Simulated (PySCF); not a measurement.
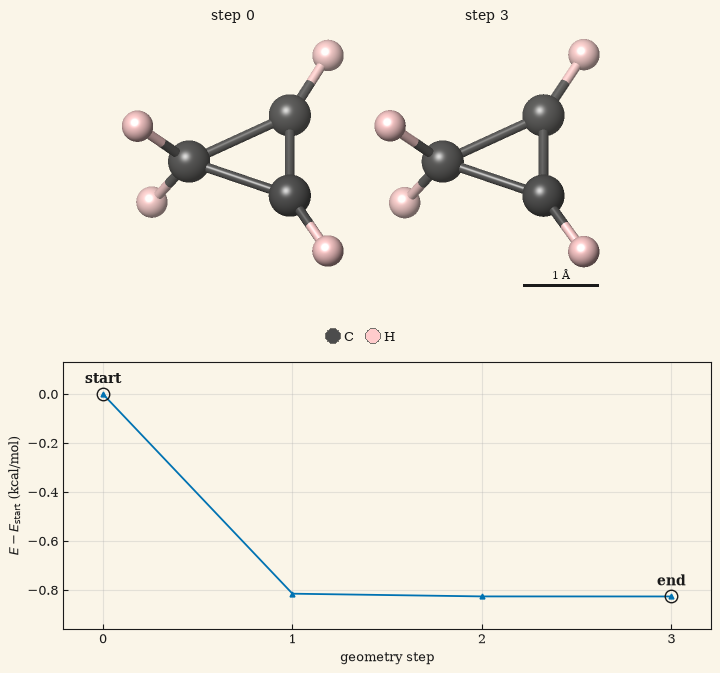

First and last geometry of a relaxation of C₃H₄, with the history of the run. The picture is a ball-and-stick view, seen at a tilt.

The start comes from GFN2-xTB.

All numbers below come from PBE0-D3(BJ)/def2-SVP geometry optimisation, gas phase in PySCF. 

What do the curves and the structures tell?

Answer. It converged. The energy falls by 0.83 kcal/mol in 3 geometry steps. The largest moves after the best rigid fit, 0.028 Å, are those of H atoms. Largest moves by element: H 0.028 Å, C 0.005 Å. Among the contacts that change: C–H 1.062 → 1.087 Å, C–H 1.085 → 1.102 Å. The run took of the order of 10 core-seconds on a shared host.

| step | E − E(0), kcal/mol |
| --- | --- |
| 0 | 0.00 |
| 1 | -0.81 |
| 2 | -0.83 |
| 3 | -0.83 |
